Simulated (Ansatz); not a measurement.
## AlCuSeO, from a guessed structure to a relaxed one

Starting from a made-up structure for AlCuSeO, the aim is the relaxed cell, its shortest contacts and, where a second run follows, its electronic structure.

Program: Ansatz 0.2.0. Level of theory: DFT, PBE, plane-wave PAW, files of the set soft_1, scalar-relativistic, ferromagnetic start, cell and ions relaxed at zero pressure; PAW set soft_1, in the first sound run; inputs show where later runs differ. Results are calculated unless marked as measured.

### Step 1. Set-up

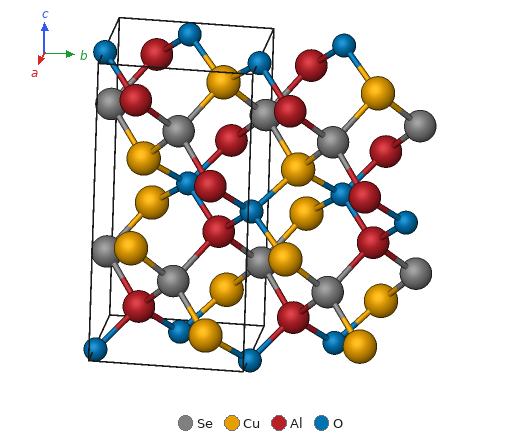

The cell as given, slightly off an axis (selenium grey, copper orange, aluminium red, oxygen blue). 1×2×1 cells are drawn. This picture shows the conventional cell, with its axes. Some periodic images of atoms are drawn too.

### Step 2. Relaxation of the guess

The guess takes its coordinates from another compound and its volume from a rule, so the cell and any free coordinates are relaxed together.

Contents of input.yaml:

```yaml
crystal:
  lattice:
    - [-2.516, 2.5545, 5.116]
    - [2.516, -2.5545, 5.116]
    - [2.516, 2.5545, -5.116]
  atoms:
    - { symbol: Se, position: [0.75, 0.5127, 0.7627] }
    - { symbol: Se, position: [0.25, 0.9873, 0.7373] }
    - { symbol: Cu, position: [0.8626, 0.6126, 0.25], spin: 0.6 }
    - { symbol: Cu, position: [0.6374, 0.8874, 0.75], spin: 0.6 }
    - { symbol: Al, position: [0.3647, 0.1147, 0.25] }
    - { symbol: Al, position: [0.1353, 0.3853, 0.75] }
    - { symbol: O, position: [0.0102, 0.25, 0.2602] }
    - { symbol: O, position: [0.4898, 0.75, 0.2398] }
magnetization:
  spin_polarized: true
kpoints:
  mp_grid: { grid: [8, 8, 8] }
scf:
  occupations: { method: fermi_dirac, width: 0.05 }
hamiltonian:
  xc: pbe
  pseudopotentials: { kind: paw, azcp: { folder: soft_1 } }
relax:
  f_tol: 0.015
  max_steps: 70
  cell: {}
output:
  forces: true
  stress: true
```

Launch:

```
ansatz run input.yaml --threads 4 --pin off --max-ram 10240MiB --backend cpu --events-out ev --progress --plain --runs-dir out
```

Numbers of over 12 decimals in the logs are rounded to 6 here.

The program printed:

```text
Engine: ansatz 0.2.0, aarch64-unknown-linux-gnu
Pseudopotentials: kind: paw
Pseudopotential: Se, paw, valence charge 16, recommended cutoff 420 eV (normal), soft_1/Se.paw.azcp
Pseudopotential: Cu, paw, valence charge 19, recommended cutoff 420 eV (normal), soft_1/Cu.paw.azcp
Pseudopotential: Al, paw, valence charge 3, recommended cutoff 420 eV (normal), soft_1/Al.paw.azcp
Pseudopotential: O, paw, valence charge 6, recommended cutoff 420 eV (normal), soft_1/O.paw.azcp
Functional definition: PBE
  parameter kappa = 0.804
  parameter beta = 0.066725
  exchange = pbe_x(kappa = kappa, mu = beta*pi^2/3)
  correlation = pbe_c(beta = beta)
Crystal: 8 atoms, lattice volume = 131.525 Å³
Basis set: ecut = 420 eV, 2553 PW (Γ), exchange–correlation on 90×90×90 points (8 copies of the dense FFT grid, shifted against one another)
Bands: 54, of which v1, the nominal top of the filled ones, is band 44 counted from 1 (43 counted from 0)
Symmetry: 4 space group operations
Space group: I212121 (ITA 24), of the structure as read, at distance tolerance 5.1e-5 Å
Magnetic group: BNS 24.53 (UNI 151), of the structure as read, at distance tolerance 5.1e-5 Å
k-points: 95 of 512 (time reversal used)
Non-local potential: Se, projectors of the file, l = 0: 2, l = 1: 2, l = 2: 3, l = 3: 1
Non-local potential: Cu, projectors of the file, l = 0: 3, l = 1: 2, l = 2: 3, l = 3: 1
Non-local potential: Al, projectors of the file, l = 0: 2, l = 1: 2, l = 2: 1
Non-local potential: O, projectors of the file, l = 0: 2, l = 1: 2, l = 2: 1
PAW form: soft (Blöchl's): semilocal exchange-correlation on the pseudo side does not see the compensation charge
PAW one-centre angular grid: Se, 590 points (default); XC on 64 Gauss nodes
PAW one-centre angular grid: Cu, 590 points (default); XC on 64 Gauss nodes
PAW one-centre angular grid: Al, 110 points (default); XC on 64 Gauss nodes
PAW one-centre angular grid: O, 110 points (default); XC on 64 Gauss nodes
Initial density: superposition of atomic densities (chi_scale 0.1, normalization cell, long waves kept (reshape's long-wave potential 0.17 eV rms))
Starting moments: Σ|m| = 1.2 μB on 2 of 8 sites
Initial wavefunctions: pseudopotential atomic-orbital guess
Functional: x = pbe(κ = 0.804, μ = 0.219515), c = pbe(β = 0.066725)
SCF iter   1: F=—  HF=-26402.085263 eV  |F-HF|=—  |Δ(HF+E_count)|=         —  Δρ=7.01e-2 (↑3.21e-2 ↓7.01e-2)  dr2=9.77e0  dr2_m=1.53e0  M=0.000 μB ∫|m|=0.159 μB  β_m=0.30  ethr=3.10e-3  ⟨swp⟩=6.2  Hψ=39052  notcnv=0  defer=9
preconditioner: auto → Resta (q_TF=auto, 2.552 Å⁻¹)  ε∞=6.1  [insulator: Δε(μ)=0.654 eV  Ē_g=10.296 eV  σ=0.050 eV  W_gap=1.00  n_scr=36 (ndim 8)  ℏωp=23.3 eV  f_vac=0.000  D(μ)=0.00/eV (n_scr^D=0)  ε∞_Penn≈6.1]
spin=Collinear: Resta preconditioning applied to the charge; magnetization (m = ρ↑ − ρ↓) channel mixes plain (no charge-response kernel on spin).
SCF iter   2: F=—  HF=-26400.587394 eV  |F-HF|=—  |Δ(HF+E_count)|=    1.50e0  Δρ=3.10e-2 (↑3.10e-2 ↓2.84e-2)  dr2=2.48e0  dr2_m=7.45e-1  M=0.003 μB ∫|m|=0.162 μB  β_m=0.30  ethr=3.10e-3  ⟨swp⟩=2.5  Hψ=16485  notcnv=0  defer=584
SCF iter   3: F=—  HF=-26400.259241 eV  |F-HF|=—  |Δ(HF+E_count)|=   3.28e-1  Δρ=2.12e-2 (↑2.10e-2 ↓2.12e-2)  dr2=1.15e0  dr2_m=3.97e-1  M=0.004 μB ∫|m|=0.126 μB  β_m=0.30  ethr=2.82e-3  ⟨swp⟩=2.1  Hψ=13329  notcnv=0  defer=572
SCF iter   4: F=—  HF=-26400.099773 eV  |F-HF|=—  |Δ(HF+E_count)|=   1.59e-1  Δρ=2.10e-2 (↑2.10e-2 ↓6.05e-3)  dr2=2.58e-1  dr2_m=1.92e-1  M=0.026 μB ∫|m|=0.114 μB  β_m=0.30  ethr=1.30e-3  ⟨swp⟩=3.1  Hψ=16504  notcnv=0  defer=572
SCF iter   5: F=—  HF=-26400.100243 eV  |F-HF|=—  |Δ(HF+E_count)|=   4.70e-4  Δρ=1.35e-2 (↑1.35e-2 ↓6.25e-3)  dr2=7.09e-2  dr2_m=1.10e-1  M=0.017 μB ∫|m|=0.087 μB  β_m=0.30  ethr=2.93e-4  ⟨swp⟩=2.2  Hψ=13310  notcnv=0  defer=615
SCF iter   6: F=—  HF=-26400.090645 eV  |F-HF|=—  |Δ(HF+E_count)|=   9.60e-3  Δρ=7.89e-3 (↑7.89e-3 ↓6.54e-3)  dr2=5.34e-3  dr2_m=6.19e-2  M=0.013 μB ∫|m|=0.068 μB  β_m=0.30  ethr=8.05e-5  ⟨swp⟩=2.0  Hψ=15124  notcnv=0  defer=615
SCF iter   7: F=—  HF=-26400.095100 eV  |F-HF|=—  |Δ(HF+E_count)|=   4.45e-3  Δρ=7.20e-3 (↑3.79e-3 ↓7.20e-3)  dr2=8.78e-3  dr2_m=3.60e-2  M=0.007 μB ∫|m|=0.051 μB  β_m=0.30  ethr=6.06e-6  ⟨swp⟩=2.0  Hψ=17876  notcnv=0  defer=615
SCF iter   8: F=—  HF=-26400.099230 eV  |F-HF|=—  |Δ(HF+E_count)|=   4.13e-3  Δρ=5.24e-3 (↑2.96e-3 ↓5.24e-3)  dr2=4.24e-3  dr2_m=2.01e-2  M=0.005 μB ∫|m|=0.041 μB  β_m=0.30  ethr=6.06e-6  ⟨swp⟩=2.0  Hψ=11132  notcnv=0  defer=615
Mixer restart at iter 8: flushing history
spin-set hold released at iteration 8 (site moments contracting): the magnetisation degrees of freedom join the quasi-Newton model from the next iteration; the mixer history was flushed
SCF iter   9: F=—  HF=-26400.100463 eV  |F-HF|=—  |Δ(HF+E_count)|=   1.23e-3  Δρ=3.63e-3 (↑2.50e-3 ↓3.63e-3)  dr2=1.17e-3  dr2_m=1.13e-2  M=0.004 μB ∫|m|=0.032 μB  β_m=0.65  ethr=4.82e-6  ⟨swp⟩=1.5  Hψ=10423  notcnv=0  defer=615
SCF iter  10: F=—  HF=-26400.103828 eV  |F-HF|=—  |Δ(HF+E_count)|=   3.36e-3  Δρ=1.95e-3 (↑1.43e-3 ↓1.95e-3)  dr2=9.34e-3  dr2_m=8.13e-5  M=0.000 μB ∫|m|=0.006 μB  β_m=0.46  ethr=1.33e-6  ⟨swp⟩=2.0  Hψ=18015  notcnv=0  defer=615
SCF iter  11: F=—  HF=-26400.101674 eV  |F-HF|=—  |Δ(HF+E_count)|=   2.15e-3  Δρ=2.03e-4 (↑2.03e-4 ↓7.83e-5)  dr2=3.69e-5  dr2_m=8.42e-6  M=0.000 μB ∫|m|=0.005 μB  β_m=0.73  ethr=1.33e-6  ⟨swp⟩=2.0  Hψ=18909  notcnv=0  defer=612
SCF iter  12: F=—  HF=-26400.101776 eV  |F-HF|=—  |Δ(HF+E_count)|=   1.02e-4  Δρ=1.78e-4 (↑1.78e-4 ↓6.83e-5)  dr2=4.41e-5  dr2_m=4.25e-6  M=0.000 μB ∫|m|=0.003 μB  β_m=0.86  ethr=4.20e-8  ⟨swp⟩=2.0  Hψ=14596  notcnv=0  defer=610
SCF iter  13: F=—  HF=-26400.101781 eV  |F-HF|=—  |Δ(HF+E_count)|=   5.01e-6  Δρ=4.39e-5 (↑3.51e-5 ↓4.39e-5)  dr2=5.15e-6  dr2_m=8.78e-8  M=0.000 μB ∫|m|=0.000 μB  β_m=0.71  ethr=4.20e-8  ⟨swp⟩=2.0  Hψ=16501  notcnv=0  defer=610
SCF iter  14: F=—  HF=-26400.101784 eV  |F-HF|=—  |Δ(HF+E_count)|=   2.76e-6  Δρ=1.57e-5 (↑1.56e-5 ↓1.57e-5)  dr2=6.97e-7  dr2_m=7.41e-9  M=0.000 μB ∫|m|=0.000 μB  β_m=0.66  ethr=5.86e-9  ⟨swp⟩=2.0  Hψ=16889  notcnv=0  defer=610
SCF iter  15: F=—  HF=-26400.101784 eV  |F-HF|=—  |Δ(HF+E_count)|=   4.90e-7  Δρ=7.27e-6 (↑5.67e-6 ↓7.27e-6)  dr2=1.78e-7  dr2_m=6.38e-9  M=-0.000 μB ∫|m|=0.000 μB  β_m=0.83  ethr=7.92e-10  ⟨swp⟩=2.0  Hψ=14594  notcnv=0  defer=610
SCF iter  16: F=—  HF=-26400.101784 eV  |F-HF|=—  |Δ(HF+E_count)|=   1.43e-7  Δρ=3.92e-6 (↑3.92e-6 ↓2.92e-6)  dr2=6.21e-8  dr2_m=8.76e-10  M=-0.000 μB ∫|m|=0.000 μB  β_m=0.76  ethr=1.14e-10  ⟨swp⟩=4.0  Hψ=29008  notcnv=0
[...]
relax step  24: F+E_penalty+E_count = -26402.88343941 eV  Δ(F+E_penalty+E_count) = -4.266e-4 eV  max|allowed force component| = 3.419e-2 eV/Å  Δτ_max = 0.0157 Å  P = -0.102 GPa  Ω = 164.176 Å³  energy of the carried Pulay correction = -1.138e-3 eV  (7 SCF iters, dr2 threshold 3.54e-7 eV, accepted)
relax step  25: F+E_penalty+E_count = -26402.88370185 eV  Δ(F+E_penalty+E_count) = -2.624e-4 eV  max|allowed force component| = 4.643e-3 eV/Å  Δτ_max = 0.0080 Å  P = -0.013 GPa  Ω = 164.189 Å³  energy of the carried Pulay correction = -1.142e-3 eV  (7 SCF iters, dr2 threshold 1.22e-7 eV, accepted)
iter 1 solved again at ethr=1.98e-7 eV; its pass at ethr=3.10e-3 eV (dr2=1.75e-4 eV) is discarded
SCF iter   1: F=—  HF=-26402.875653 eV  |F-HF|=—  |Δ(HF+E_count)|=         —  Δρ=1.87e-4 (↑1.87e-4 ↓1.87e-4)  dr2=8.14e-6  dr2_m=3.45e-11  M=-0.000 μB ∫|m|=0.000 μB  β_m=0.30  ethr=1.98e-7  ⟨swp⟩=3.0  Hψ=67266  notcnv=0
preconditioner: auto → Resta (q_TF=auto, 2.459 Å⁻¹)  ε∞=5.7  [insulator: Δε(μ)=1.713 eV  Ē_g=9.600 eV  σ=0.050 eV  W_gap=1.00  n_scr=38 (ndim 8)  ℏωp=20.9 eV  f_vac=0.154  D(μ)=0.00/eV (n_scr^D=0)  ε∞_Penn≈5.7]
spin=Collinear: Resta preconditioning applied to the charge; magnetization (m = ρ↑ − ρ↓) channel mixes plain (no charge-response kernel on spin).
SCF iter   2: F=—  HF=-26402.880077 eV  |F-HF|=—  |Δ(HF+E_count)|=   4.42e-3  Δρ=1.31e-4 (↑1.31e-4 ↓1.31e-4)  dr2=3.04e-6  dr2_m=1.78e-11  M=0.000 μB ∫|m|=0.000 μB  β_m=0.56  ethr=9.25e-9  ⟨swp⟩=2.0  Hψ=15348  notcnv=0
SCF iter   3: F=—  HF=-26402.884739 eV  |F-HF|=—  |Δ(HF+E_count)|=   4.66e-3  Δρ=2.69e-5 (↑2.69e-5 ↓2.69e-5)  dr2=6.31e-7  dr2_m=1.01e-12  M=0.000 μB ∫|m|=0.000 μB  β_m=0.52  ethr=3.45e-9  ⟨swp⟩=2.1  Hψ=15210  notcnv=0
SCF iter   4: F=—  HF=-26402.884881 eV  |F-HF|=—  |Δ(HF+E_count)|=   1.43e-4  Δρ=1.17e-5 (↑1.17e-5 ↓1.17e-5)  dr2=1.98e-7  dr2_m=3.05e-13  M=0.000 μB ∫|m|=0.000 μB  β_m=0.46  ethr=7.17e-10  ⟨swp⟩=2.0  Hψ=14343  notcnv=0
SCF iter   5: F=—  HF=-26402.884900 eV  |F-HF|=—  |Δ(HF+E_count)|=   1.88e-5  Δρ=5.48e-6 (↑5.48e-6 ↓5.48e-6)  dr2=2.42e-8  dr2_m=1.37e-13  M=0.000 μB ∫|m|=0.000 μB  β_m=0.59  ethr=2.25e-10  ⟨swp⟩=2.0  Hψ=13316  notcnv=0
SCF iter   6: F=—  HF=-26402.884908 eV  |F-HF|=—  |Δ(HF+E_count)|=   7.39e-6  Δρ=2.00e-6 (↑2.00e-6 ↓2.00e-6)  dr2=1.04e-8  dr2_m=2.16e-14  M=0.000 μB ∫|m|=0.000 μB  β_m=0.70  ethr=2.75e-11  ⟨swp⟩=2.0  Hψ=14440  notcnv=0
SCF iter   7: F=—  HF=-26402.884909 eV  |F-HF|=—  |Δ(HF+E_count)|=   8.56e-7  Δρ=3.25e-7 (↑3.25e-7 ↓3.25e-7)  dr2=1.29e-9  dr2_m=1.04e-15  M=0.000 μB ∫|m|=0.000 μB  β_m=0.78  ethr=1.18e-11  ⟨swp⟩=2.0  Hψ=14376  notcnv=0
SCF iter   8: F=—  HF=-26402.884915 eV  |F-HF|=—  |Δ(HF+E_count)|=   6.84e-6  Δρ=3.67e-7 (↑3.67e-7 ↓3.67e-7)  dr2=1.62e-9  dr2_m=1.16e-16  M=0.000 μB ∫|m|=0.000 μB  β_m=0.78  ethr=1.47e-12  ⟨swp⟩=3.0  Hψ=20373  notcnv=0
SCF iter   9: F=—  HF=-26402.884915 eV  |F-HF|=—  |Δ(HF+E_count)|=   1.16e-8  Δρ=2.47e-7 (↑2.47e-7 ↓2.47e-7)  dr2=6.92e-10  dr2_m=1.62e-16  M=0.000 μB ∫|m|=0.000 μB  β_m=0.89  ethr=1.47e-12  ⟨swp⟩=2.0  Hψ=14818  notcnv=0
SCF iter  10: F=—  HF=-26402.884915 eV  |F-HF|=—  |Δ(HF+E_count)|=   7.47e-9  Δρ=1.51e-7 (↑1.51e-7 ↓1.51e-7)  dr2=8.50e-11  dr2_m=7.34e-16  M=0.000 μB ∫|m|=0.000 μB  β_m=0.85  ethr=1.00e-12  ⟨swp⟩=2.1  Hψ=14936  notcnv=0
SCF iter  11: F=-26402.884915 eV  HF=-26402.884915 eV  |F-HF|=3.20e-10  |Δ(HF+E_count)|=  3.02e-10  Δρ=7.11e-8 (↑7.11e-8 ↓7.10e-8)  dr2=4.71e-11  dr2_m=1.03e-16  M=0.000 μB ∫|m|=0.000 μB  ethr=1.00e-12  ⟨swp⟩=3.4  Hψ=27242  notcnv=0
the starting moments were not kept: the SCF closed with an absolute magnetisation of 5.8e-9 μB, where they sum to 1.2 μB in size (2 sites). That is at most 0.1 of that sum. Measured as dr2_m measures the in/out step, that magnetisation stands 4.6e-18 eV from none, at or under the dr2_threshold of 8.0e-11 eV: it is no larger than a step whose dr2_m would equal this threshold.
SCF 26 converged in 11 iterations: F = -26402.884915 eV  dr2 = 4.71e-11
relax step  26: F+E_penalty+E_count = -26402.88491544 eV  Δ(F+E_penalty+E_count) = -1.214e-3 eV  max|allowed force component| = 4.560e-3 eV/Å  Δτ_max = 0.0000 Å  P = -0.003 GPa  Ω = 164.189 Å³  stress off target by 2.86e-2 GPa  SCF on the basis re-selected at this cell (its energy is not comparable with the rows above)  (11 SCF iters)
basis re-selected at this cell: Δ(F+E_penalty+E_count) = -1.214e-3 eV, ΔP = +0.010 GPa vs the last step (what re-selecting the basis moved, of the pressure what is left beyond the Pulay correction that the steps carried, after the strain that the cell walked since its last selection, with what the two solves' SCF thresholds leave and, on support functions, any second-order correction that the steps lacked; it is no m [...]
SCF converged after 11 iterations
Magnetization: 0.0000 μB (44.0000 up, 44.0000 down)
Absolute magnetization: 0.0000 μB (∫|ρ↑−ρ↓|, with the PAW one-centre terms)
Spin contamination: 0.0000 ħ² per cell (⟨S²⟩ above its minimum at these occupations)
Per-site moments (μB) at R_I (Å): [(-1.9844744609023647e-11, 0.945360), (-1.984454971307722e-11, 0.945360), (6.149804175263886e-11, 0.945360), (6.149849501760082e-11, 0.945360), (-5.982774270567983e-11, 0.708198), (-5.982789138638897e-11, 0.708198), (8.821173395897747e-10, 0.708198), (8.821172499559538e-10, 0.708198)]
Free energy (F): -26402.884915 eV
Harris-Foulkes:  -26402.884915 eV  (|F-HF|=3.20e-10)
Internal energy: -26402.884915 eV  (E = F + TS)
E sigma→0 (E₀):  -26402.884915 eV
Fermi energy:    5.862453 eV
--- Per-component energies (eV) ---
  E_band       = -2000.277546
  E_kinetic    = 1131.566783
  E_local      = -20881.735445  (includes V_loc(G=0)·N_el)
  E_nonlocal   = 1219.774617
  E_hartree    = 9556.623169
  E_xc         = -523.441623
  E_vxc        = -595.131706  (∫ρ·V_xc dr)
  E_paw        = -9173.995223  (= ΣΔE_a)
  E_vpaw       = -1988.001605  (= ΣTr[D̂ρ^β])
  E_aug_tail   = 0.002785  (compensation charges beyond the density's cutoff)
  E_ewald      = -7731.679977
  E_smearing   = -0.000000  (= −TS)
  E_closure    = -0.000000  (closes the sum)
  Σ components = -26402.884915   (vs F -26402.884915, Δ=0.00e0)
--- Forces (eV/Å), atoms counted from 1 ---
  atom   1  Se     0.00216126     0.00000000     0.00000000
  atom   2  Se    -0.00216126     0.00000000    -0.00000000
  atom   3  Cu     0.00000000     0.00000000     0.00233159
  atom   4  Cu     0.00000000     0.00000000    -0.00233159
  atom   5  Al     0.00000000     0.00000000    -0.00401926
  atom   6  Al     0.00000000     0.00000000     0.00401926
  atom   7  O      0.00000000     0.00455992    -0.00000000
  atom   8  O      0.00000000    -0.00455992    -0.00000000
  max |Σ_I F_I| component: 1.19e-16 eV/Å
--- Stress (GPa, compression-positive) ---
       -0.028577      -0.000000       0.000000
       -0.000000      -0.000274       0.000000
        0.000000       0.000000       0.019483
  P = ⅓ Tr σ = -0.0031 GPa (-0.031 kbar)
--- Relaxed structure (23 steps of the walk, 23 accepted, 3 SCFs on fresh bases) ---
  F+E_penalty+E_count = -26402.88491544 eV   max|allowed force component| = 4.560e-3 eV/Å   (the final SCF, on the basis selected at the relaxed cell)
  cell:  # Å, volume = 164.1888 Å³
    - [-2.720379, 2.970713, 5.079178]
    - [2.720379, -2.970713, 5.079178]
    - [2.720379, 2.970713, -5.079178]
  atoms:
    - { symbol: Se, position: [0.75, 0.440754, 0.690754] }
    - { symbol: Se, position: [0.250000, 1.059246, 0.809246] }
    - { symbol: Cu, position: [0.954348, 0.704348, 0.250000] }
    - { symbol: Cu, position: [0.545652, 0.795652, 0.75] }
    - { symbol: Al, position: [0.331910, 0.081910, 0.250000] }
    - { symbol: Al, position: [0.168090, 0.418090, 0.75] }
    - { symbol: O, position: [0.142876, 0.25, 0.392876] }
    - { symbol: O, position: [0.357124, 0.750000, 0.107124] }
```

It took 15 min on 4 threads of Arm Neoverse V2, shared host; peak memory 1.4 GiB; 58 min of CPU time.

(Continued in part 2 of 2.)

[Logs are printed without paths, hosts, clocks, repeated set-up lines and the standing remarks that a program may print on its own settings, such as how far it seeks lower states.]

[Hosts, paths, dates, database ids (printed as entryN), source tags and the programs' standing remarks are cut or masked in the printed files.]
